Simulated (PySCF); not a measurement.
C2H6Si, SMILES `C=C[SiH3]`.

PySCF calculation, M06-2X/aug-cc-pVDZ, gas phase; geometry: GFN2-xTB. No frequency check shows the geometry to be a minimum.

Cartesian coordinates (Å):

```
C1       1.7559    0.2760    0.0002
C2       0.6924   -0.5119   -0.0002
Si3     -1.0937    0.0783   -0.0001
H4       1.6633    1.3506   -0.0008
H5       2.7667   -0.1051    0.0004
H6       0.8533   -1.5845    0.0002
H7      -1.7640   -0.4381    1.1978
H8      -1.7657   -0.4444   -1.1930
H9      -1.1320    1.5409   -0.0031
```

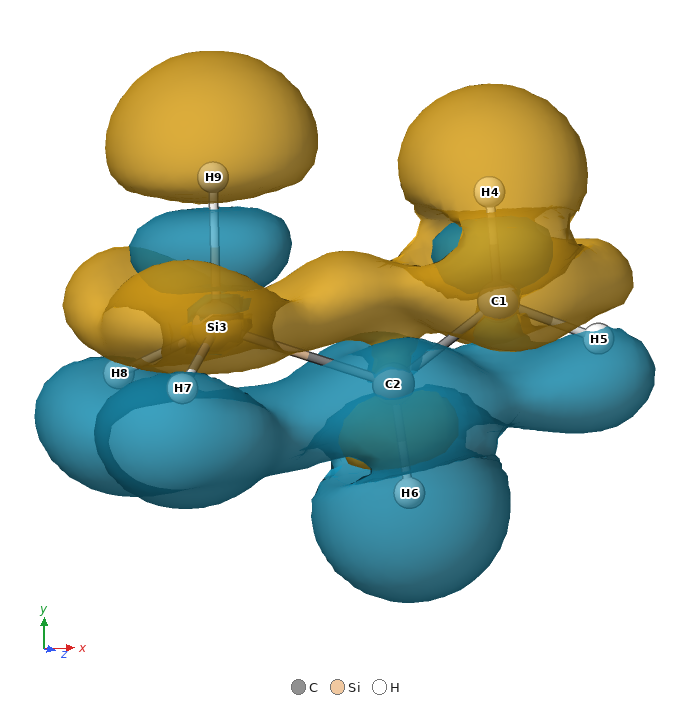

Change of the electron density in a uniform field of 0.21 V/Å, surfaces at ±0.001 e/Å³ (yellow: gain, teal: loss).

The field was applied in both directions; the picture shows the one opposite to the script's first.

**Along which Cartesian direction does the field point?**

Along −y: electrons gather on the +y side, against the field.

**What dipole is induced, and what polarisability does it imply?**

The induced dipole is 0.52 D (along the field); α along this axis, from the fields in both directions, is 51 bohr³ (7.6 Å³).
